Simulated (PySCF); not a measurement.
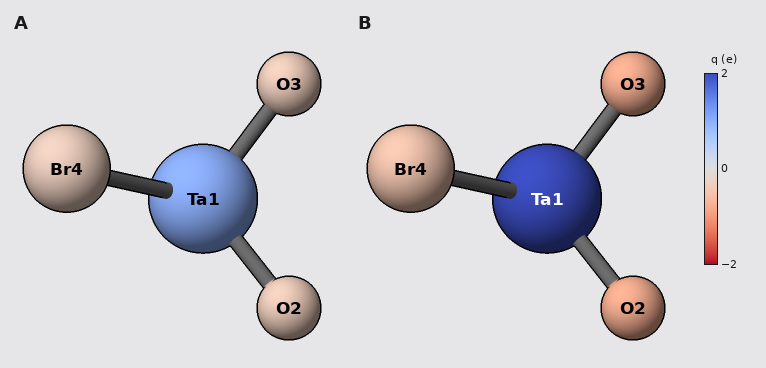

Atomic charges of one calculation by 2 schemes, on one colour scale. Charge 0, singlet. Computed geometry: PBE0/def2-SVP with core potentials optimisation. Computed with PBE0/def2-SVP, core potentials on Ta (PySCF 2.14.0).

### The schemes are Mulliken, atomic polar tensor. Which panel shows which?

A Mulliken, B atomic polar tensor.

List the charges (e), one line for each set of equivalent atoms.

```
  atom  Mulliken  atomic polar tensor
   Ta1      0.97                 1.98
O2, O3     −0.34                −0.76
   Br4     −0.30                −0.46
```

The search tried a few shapes and spins; others may lie lower.
